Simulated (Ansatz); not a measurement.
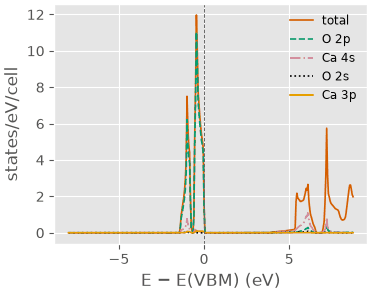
Figure: Total and projected density of states of CaO (zinc blende, F-43m), DFT-r²SCAN in the program Ansatz with PAW potentials

Question: Which orbitals carry the states next to the gap?

Answer: Top 1 eV of the valence band: O 2p 92 %, outside the projected shells 5 %. Bottom 1 eV of the conduction band: Ca 4s 71 %, O 2s 17 %, O 2p 7 %. Projections are on Löwdin-orthogonalised atomic valence shells; empty p or d shells of many metals are not among them.

Question: Where is the tallest occupied peak in this window, and what makes it?

Answer: Near -0.5 eV, about 12 states/eV per cell; the largest projected share is O 2p.

The start of the workflow was typed in or built on a structure type; neither database checked (COD, Materials Project) lists it. It is not the phase usual at ambient conditions (space group No. 225). The cell was relaxed with r²SCAN under the symmetry of its start; its stability against distortions is not shown here.

Potentials: the earlier of the program's two PAW sets.
